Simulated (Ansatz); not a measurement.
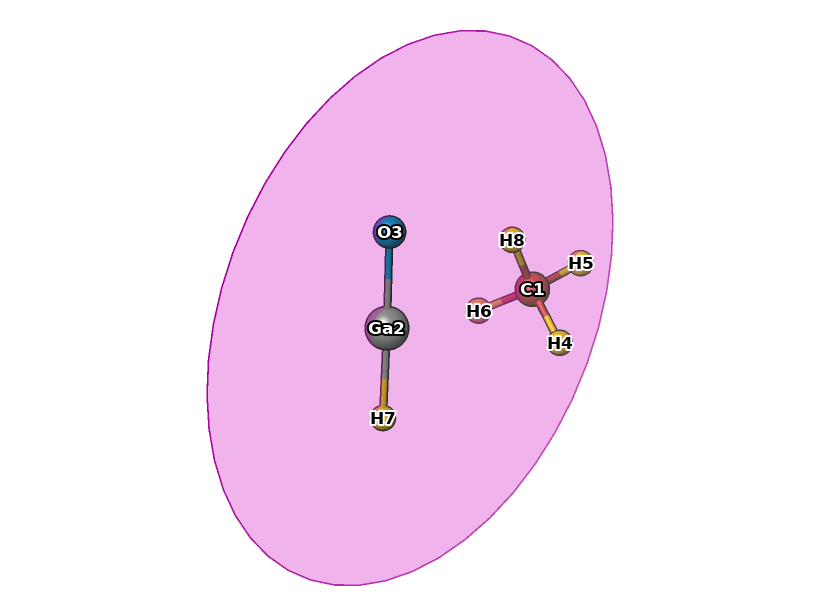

A disc through the centre of mass is drawn in. Depth is shown by fading: the farther an atom, the more it takes the colour of the background. The geometry was computed by an optimisation with PBE0-D4/def2-TZVP. No frequency run is at hand to confirm it as a minimum.

Is the plane of the disc a mirror plane of the structure?

Answer. Yes. The reflection leaves C1, Ga2, O3, H5, H7, H8 in place and moves H4 ↔ H6. The point group is Cs.
